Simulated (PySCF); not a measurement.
```yaml
atoms:
  - { symbol: Si, position_ang: [-0.1984, -0.0616, -1.5915] }
  - { symbol: F, position_ang: [-0.7389, -1.4587, -2.1590] }
  - { symbol: Cl, position_ang: [1.4618, 0.4890, -2.6020] }
  - { symbol: O, position_ang: [0.1657, -0.3454, -0.0161] }
  - { symbol: Si, position_ang: [0.6638, 0.1864, 1.4233] }
  - { symbol: F, position_ang: [0.4664, -0.9527, 2.5139] }
  - { symbol: F, position_ang: [2.1994, 0.5988, 1.3912] }
  - { symbol: F, position_ang: [-0.1864, 1.4588, 1.8658] }
  - { symbol: O, position_ang: [-1.3065, 1.1150, -1.7673] }
  - { symbol: H, position_ang: [-2.1728, 1.0084, -1.3624] }
```

Geometry: PBE0-D3(BJ)/def2-SVP.

Computed with PBE0/pcSseg-1, SCF density, gas phase, non-relativistic (PySCF 2.14.0).

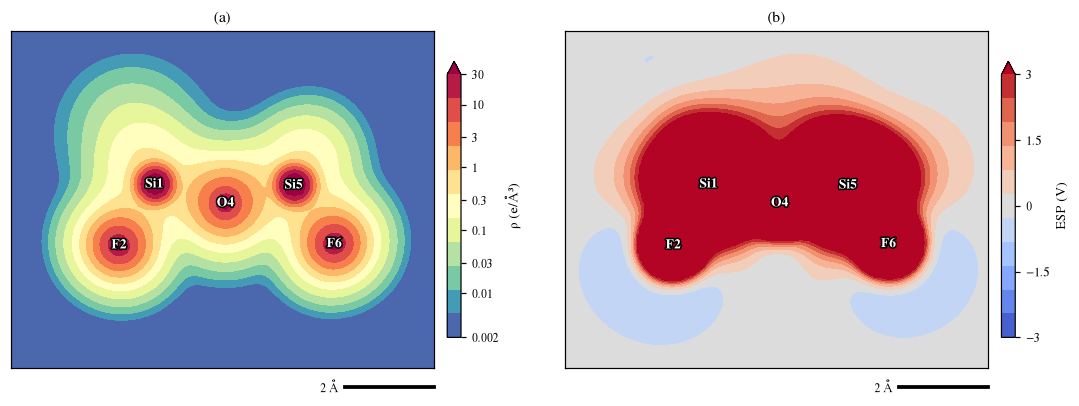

ClF4HO2Si2. (a) total electron density; (b) electrostatic potential on the plane of atoms O4, Si5 and F6.

What do the fields say about this system?

Answer.
- The section cuts through Si, F and O sites.
- Si–F (1.59 Å): ρ at the midpoint is about 1.1 e/Å³.
- Si–O (1.61 Å): the density is about 1.2 e/Å³ at the midpoint.
- Outside the dense part of the molecule the potential is most negative (−0.6 V) near F2.
